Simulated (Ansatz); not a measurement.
# Moving the knobs of a GW run on Cs3Bi2Br9 (P-3m1)

Aim: change settings of a G0W0 run on Cs3Bi2Br9 (P-3m1) and see what moves.

Calculated with Ansatz 0.2.0; G0W0 on r2SCAN, plane waves, PAW.

**1. The starting structure**

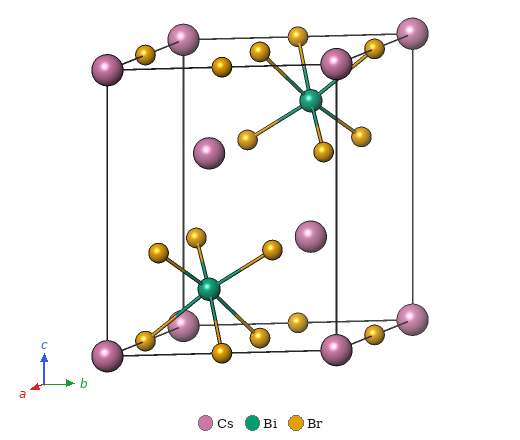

Start, viewed slightly off an axis; caesium pink, bismuth teal, bromine orange. Some periodic images of atoms are drawn too.

The cell and positions come from the Crystallography Open Database and are kept as given unless a step says otherwise. Spin-orbit coupling is left out unless a step names it. The default PAW set here is soft_2. Its files were made with PBE.

**2. The base run: 3×3×2 mesh, 1052 empty bands, screening to 90 eV**

Now the one-shot GW correction: screening in the RPA, then the self-energy of the levels asked for.

Contents of input.yaml:

```yaml
crystal:
  lattice:
    - [7.972, 0.0, 0.0]
    - [-3.986, 6.903954519, 0.0]
    - [0.0, 0.0, 9.867]
  atoms:
    - { symbol: Cs, position: [0.6666666667, 0.3333333333, 0.6669] }
    - { symbol: Cs, position: [0.3333333333, 0.6666666667, 0.3331] }
    - { symbol: Cs, position: [0.0, 0.0, 0.0] }
    - { symbol: Bi, position: [0.6666666667, 0.3333333333, 0.1918] }
    - { symbol: Bi, position: [0.3333333333, 0.6666666667, 0.8082] }
    - { symbol: Br, position: [0.5, 0.5, 0.0] }
    - { symbol: Br, position: [0.5, 0.0, 0.0] }
    - { symbol: Br, position: [0.0, 0.5, 0.0] }
    - { symbol: Br, position: [0.3353, 0.16765, 0.3394] }
    - { symbol: Br, position: [0.83235, 0.16765, 0.3394] }
    - { symbol: Br, position: [0.83235, 0.6647, 0.3394] }
    - { symbol: Br, position: [0.16765, 0.3353, 0.6606] }
    - { symbol: Br, position: [0.16765, 0.83235, 0.6606] }
    - { symbol: Br, position: [0.6647, 0.83235, 0.6606] }
kpoints:
  mp_grid: { grid: [3, 3, 2] }
hamiltonian:
  xc: r2scan
scf:
  occupations: { method: fixed }
gw:
  n_empty_bands: 1052
  ecut_chi: 90.0
  qp_bands: [v4, c4]
  qp_kpoints: band_edges
  screening: { model: contour_deformation }
```

Command:

```bash
ansatz run input.yaml --threads 2 --pin off --max-ram 92160MiB --backend cuda --events-out ev --progress --plain --runs-dir out --devices 1 --max-vram 13GiB  # rebuilt from the run's record
```

Numbers of over 12 decimals in the logs are rounded to 6 here.

Output:

```text
GPUs: using 1 of 1 available (devices: 1).
Engine: ansatz 0.2.0, x86_64-unknown-linux-gnu
Pseudopotentials: kind: paw
Pseudopotential: Cs, paw, valence charge 9, recommended cutoff 500 eV (meta_gga), Cs.paw.azcp
Pseudopotential: Bi, paw, valence charge 15, recommended cutoff 500 eV (meta_gga), Bi.paw.azcp
Pseudopotential: Br, paw, valence charge 7, recommended cutoff 500 eV (meta_gga), Br.paw.azcp
Functional definition: r2SCAN
  parameter k0 = 0.174
  parameter k1 = 0.065
  parameter a1 = 4.9479
  exchange = r2scan_x(k0 = k0, k1 = k1, a1 = a1)
  correlation = r2scan_c
device memory: the entry about to start is reckoned to put 4.1 GiB on a device that reports 53.3 GiB free (of which the cap on the GPU budget leaves the run 13.0 GiB)
GPU FFT provider: cuFFT
GPU libraries: cuBLAS 13.8.2, cuFFT 12.4.0, cuSOLVER 12.3.4
Crystal: 14 atoms, lattice volume = 543.063 Å³
Basis set: ecut = 500 eV, 13781 PW (Γ), exchange–correlation on 240×240×288 points (64 copies of the dense FFT grid, shifted against one another)
Bands: 74, of which v1, the nominal top of the filled ones, is band 60 counted from 1 (59 counted from 0)
Symmetry: 12 space group operations
Space group: P-3m1 (ITA 164), of the structure as read, at distance tolerance 8.2e-5 Å
k-points: 6 of 18
Non-local potential: Cs, projectors of the file, l = 0: 3, l = 1: 2, l = 2: 2, l = 3: 2
Non-local potential: Bi, projectors of the file, l = 0: 2, l = 1: 2, l = 2: 2, l = 3: 2
Non-local potential: Br, projectors of the file, l = 0: 2, l = 1: 2, l = 2: 2
PAW form: soft (Blöchl's): semilocal exchange-correlation on the pseudo side does not see the compensation charge
PAW frozen core: Cs, regenerated for the run's functional (the file was generated under x = pbe(κ = 0.804, μ = 0.219515), c = pbe(β = 0.066725))
PAW frozen core: Bi, regenerated for the run's functional (the file was generated under x = pbe(κ = 0.804, μ = 0.219515), c = pbe(β = 0.066725))
PAW frozen core: Br, regenerated for the run's functional (the file was generated under x = pbe(κ = 0.804, μ = 0.219515), c = pbe(β = 0.066725))
PAW one-centre angular grid: Cs, 302 points (default); XC on 160 Gauss nodes
PAW one-centre angular grid: Bi, 590 points (default); XC on 160 Gauss nodes
PAW one-centre angular grid: Br, 302 points (default); XC on 160 Gauss nodes
Initial density: superposition of atomic densities (neutral atoms: chi_scale 0, normalization atom), corrected by the library's trained network
Initial wavefunctions: pseudopotential atomic-orbital guess
GPU buffer pool allocated for 259200 grid points (all kernels)
GPU transforms: local potential and band sums: pruned to the plane-wave sphere, on 60×60×72
Functional: x = r2scan, c = r2scan; τ floored in thin density (d = 2e-4 eV/Å³)
[...]
NSCF: frozen V_eff on 1 k-points
SCF converged after 7 iterations
Free energy (F): -67035.577472 eV
Harris-Foulkes:  -67035.577472 eV  (|F-HF|=4.07e-10)
Internal energy: -67035.577472 eV  (E = F + TS)
E sigma→0 (E₀):  -67035.577472 eV
Fermi energy:    2.695269 eV
--- Per-component energies (eV) ---
  E_band       = -782.392650
  E_kinetic    = 2233.156948
  E_local      = -7380.683070  (includes V_loc(G=0)·N_el)
  E_nonlocal   = 1846.184780
  E_hartree    = 2466.333834
  E_xc         = -3030.143446
  E_vxc        = -1762.364507  (∫ρ·V_xc dr)
  E_paw        = -57087.961698  (= ΣΔE_a)
  E_vpaw       = -745.740023  (= ΣTr[D̂ρ^β])
  E_aug_tail   = -0.000489  (compensation charges beyond the density's cutoff)
  E_vtau       = 94.384534  (kinetic-family band-sum trace: ∫τ·v_τ [+ j·A + Jᵃ·Aᵃ] dr)
  E_ewald      = -6082.941322
  E_core_change = 0.476989  (= ΣΔE_core)
  E_smearing   = -0.000000  (= −TS)
  E_closure    = -0.000000  (closes the sum)
  Σ components = -67035.577472   (vs F -67035.577472, Δ=0.00e0)
--- Band table (eV; the first three rows and the last of 6) ---
  k-point 0: bands = [... 56 lower, 1.8554, 1.8564, 1.9063, 2.6953, 5.5868, 6.2790, 6.2790, 7.4749, ... 10 higher]
  k-point 1: bands = [... 56 lower, 2.0375, 2.0375, 2.0401, 2.1887, 5.8059, 5.8059, 5.8407, 7.3656, ... 10 higher]
  k-point 2: bands = [... 56 lower, 1.7741, 1.8123, 2.0010, 2.5840, 6.0757, 6.2307, 6.3115, 7.3122, ... 10 higher]
  k-point 5: bands = [... 56 lower, 1.6827, 1.6827, 2.3296, 2.3296, 6.3752, 6.3752, 6.3996, 7.1100, ... 10 higher]
--- G₀W₀: contour deformation, 6 samples at zero and on the imaginary axis and 2 off it, 18 q-points, 1052 empty bands' worth ---
  eigenvalues of the whole cell's RPA ε∞ on this k-mesh (on a slab, of 1 + 4πα/V) = 3.3917, 3.3917, 3.3983; static W/v taken at q = 0 is 0.294626
  bands read: the sum over 1112 bands ends inside a degenerate multiplet in 1 slot, whose members it reads at an even weight; the widest, k=0: bands 1112 to 1113 (counted from 1) at 1/2 each
  gw.qp_kpoints: band_edges: 6 of 6 stored k-points solved, in 1 pass; an edge of the gap read off the rows below is read off those points alone
    ik  band        ε_KS         Σx   Σc(E_QP)       V_xc       Z   E_QP_lin       E_QP  E_QP is
     0    57      1.8554   -19.5961     2.4805   -16.2516  0.7732     0.9772     0.9915  root
     0    58      1.8564   -19.6062     2.5328   -16.1854  0.7723     0.9531     0.9685  root
     0    59      1.9063   -19.6070     2.5389   -16.1929  0.7672     1.0148     1.0312  root
     0    60      2.6953   -18.9022     1.2368   -17.1397  0.7909     2.1660     2.1696  root
     0    61      5.5868    -9.5728    -2.9670   -13.1473  0.8154     6.1983     6.1943  root
     0    62      6.2790   -10.7807    -3.0198   -14.5119  0.8043     6.9968     6.9904  root
     0    63      6.2790   -10.7807    -3.0198   -14.5119  0.8043     6.9968     6.9904  root
     0    64      7.4749    -9.6350    -3.4095   -13.7299  0.7964     8.1695     8.1603  root
[...]
5    61      6.3752   -10.7723    -3.0928   -14.5938  0.8041     7.1110     7.1039  root
     5    62      6.3752   -10.7723    -3.0928   -14.5938  0.8041     7.1110     7.1039  root
     5    63      6.3996   -10.7698    -3.0734   -14.5639  0.8034     7.1273     7.1203  root
     5    64      7.1100    -9.7406    -3.3425   -13.7516  0.7974     7.7866     7.7785  root
```

Elapsed: 65 s, on 1 × NVIDIA H100 80GB HBM3 (shared by 6 runs) with 2 threads of AMD EPYC 7R13 (Zen 3), shared host; peak memory 5.2 GiB.

The column dr2 measures how far the density is from self-consistency, as an energy; F and HF (Harris–Foulkes) agree once it is small.

This step gave:

| Quantity | Value |
| --- | --- |
| bands summed | 1112 |
| RPA ε∞ on this mesh (eigenvalues) | 3.392, 3.392, 3.398 |
| plane waves in the screening matrix | 1059 |
| q-points in the mesh | 18 |
| G0W0 gap on the mesh | 4.025 eV |
| k of the valence top | 0, 0, 0 |
| k of the conduction bottom | 0, 0, 0 |
| starting gap on the mesh | 2.892 eV |
| Z at the valence top | 0.7909 |
| Z at the conduction bottom | 0.8154 |
| least direct G0W0 gap on the computed points | 4.025 eV |

The gap on the mesh goes from 2.89 eV to 4.02 eV, a correction of +1.13 eV. Between the two edge states, bare exchange in place of the xc potential would open the gap by 5.34 eV, and correlation takes back 4.20 eV.

**3. Variant: larger pair-density box**

input.yaml: that of step 2 with these lines changed.

```diff
@@ -27,4 +27,4 @@
 gw:
-  n_empty_bands: 1052
-  ecut_chi: 90.0
+  n_empty_bands: 1233
+  ecut_chi: 100
   qp_bands: [v4, c4]
@@ -32 +32,2 @@
   screening: { model: contour_deformation }
+  ecutfock_ratio: 2
```

Output:

```text
GPUs: using 1 of 1 available (devices: 1).
[...]
GPU FFT provider: cuFFT
GPU libraries: cuBLAS 13.8.2, cuFFT 12.4.0, cuSOLVER 12.3.4
Crystal: 14 atoms, lattice volume = 543.063 Å³
Basis set: ecut = 500 eV, 13781 PW (Γ), exchange–correlation on 240×240×288 points (64 copies of the dense FFT grid, shifted against one another)
Bands: 74, of which v1, the nominal top of the filled ones, is band 60 counted from 1 (59 counted from 0)
[... 1 set-up line as in the run before ...]
[...]
k-points: 6 of 18
[...]
GPU buffer pool allocated for 259200 grid points (all kernels)
[...]
SCF iter   1: F=—  HF=-67035.522711 eV  |F-HF|=—  |Δ(HF+E_count)|=         —  Δρ=2.76e-3  dr2=9.17e-2  dr2_τ=3.51e-2  ethr=1.77e-3  ⟨swp⟩=5.2  Hψ=1562  notcnv=0  defer=62
[...]
SCF iter   7: F=-67035.577472 eV  HF=-67035.577472 eV  |F-HF|=4.07e-10  |Δ(HF+E_count)|=   1.35e-7  Δρ=1.21e-6  dr2=1.33e-8  dr2_τ=6.98e-10  ethr=8.33e-11  ⟨swp⟩=21.0  Hψ=3028  notcnv=0
SCF 1 converged in 7 iterations: F = -67035.577472 eV  dr2 = 1.33e-8
[...]
NSCF: frozen V_eff on 6 k-points
[...]
G₀W₀ screening: q 1/6
[... further progress lines ...]
[...]
SCF converged after 7 iterations
Free energy (F): -67035.577472 eV
[...]
Internal energy: -67035.577472 eV  (E = F + TS)
E sigma→0 (E₀):  -67035.577472 eV
Fermi energy:    2.695269 eV
[...]
--- Band table (eV; the first three rows and the last of 6) ---
  k-point 0: bands = [... 56 lower, 1.8554, 1.8564, 1.9063, 2.6953, 5.5868, 6.2790, 6.2790, 7.4749, ... 10 higher]
  k-point 1: bands = [... 56 lower, 2.0375, 2.0375, 2.0401, 2.1887, 5.8059, 5.8059, 5.8407, 7.3656, ... 10 higher]
  k-point 2: bands = [... 56 lower, 1.7741, 1.8123, 2.0010, 2.5840, 6.0757, 6.2307, 6.3115, 7.3122, ... 10 higher]
  k-point 5: bands = [... 56 lower, 1.6827, 1.6827, 2.3296, 2.3296, 6.3752, 6.3752, 6.3996, 7.1100, ... 10 higher]
[...]
0    57      1.8554   -19.5961     2.4298   -16.2516  0.7727     0.9246     0.9408  root
     0    58      1.8564   -19.6062     2.4823   -16.1854  0.7717     0.9007     0.9181  root
     0    59      1.9063   -19.6070     2.4890   -16.1929  0.7666     0.9628     0.9813  root
     0    60      2.6953   -18.9022     1.1790   -17.1397  0.7903     2.1073     2.1118  root
     0    61      5.5868    -9.5728    -3.0091   -13.1473  0.8151     6.1557     6.1522  root
     0    62      6.2790   -10.7807    -3.0684   -14.5119  0.8040     6.9474     6.9418  root
     0    63      6.2790   -10.7807    -3.0684   -14.5119  0.8040     6.9474     6.9418  root
     0    64      7.4749    -9.6350    -3.4546   -13.7299  0.7960     8.1230     8.1151  root
[...]
5    61      6.3752   -10.7723    -3.1422   -14.5938  0.8038     7.0606     7.0546  root
     5    62      6.3752   -10.7723    -3.1422   -14.5938  0.8038     7.0606     7.0546  root
     5    63      6.3996   -10.7698    -3.1227   -14.5639  0.8030     7.0770     7.0711  root
     5    64      7.1100    -9.7406    -3.3882   -13.7516  0.7971     7.7399     7.7329  root
```

It took 89 s on 1 × NVIDIA H100 80GB HBM3 (shared by 6 runs) with 2 threads; peak memory 5.7 GiB.

The G0W0 gap on the mesh is 4.040 eV.

Against the base:

| setting | base | variant |
| --- | --- | --- |
| empty bands | 1052 | 1233 |
| screening cutoff (eV) | 90.0 | 100 |
| ecutfock ratio | - | 2 |

| quantity | variant | base |
| --- | --- | --- |
| starting gap on the mesh | 2.892 | 2.892 |
| G0W0 gap on the mesh | 4.040 | 4.025 |
| least direct G0W0 gap on the computed points | 4.040 | 4.025 |
| Z at the valence top | 0.790 | 0.791 |
| Z at the conduction bottom | 0.815 | 0.815 |

**4. Summary of results**

```json
{
 "base": "4.02 eV, 65 s",
 "larger pair-density box": "4.04 eV, 89 s"
}
```

In words: Larger pair-density box: the gap moves by +0.02 eV. The variant differs from the base in empty bands, screening cutoff and ecutfock ratio together, so the change can't be laid to one of them. All runs here use a coarse mesh and modest cutoffs; they test settings and are not final values. Where an edge is built on 6p states of lead, bismuth or thallium, scalar-relativistic gaps usually stand too wide, by a few tenths to over one eV. The many-body steps are scalar-relativistic: spin-orbit coupling is not in them.

[Paths, hosts, dates, memory and timing lines, banners, echoed tables and standing remarks are left out of the program output.]

[Logs are printed without paths, hosts, clocks, repeated set-up lines and the standing remarks that a program may print on its own settings, such as how far it seeks lower states.]

[Runs of the session that timed out or met a known fault of the program may be left out.]

[Cells called generated may have been cut or substituted from an entry of the Crystallography Open Database or the Materials Project.]

[Hosts, paths, dates, database ids (printed as entryN), source tags and the programs' standing remarks are cut or masked in the printed files.]
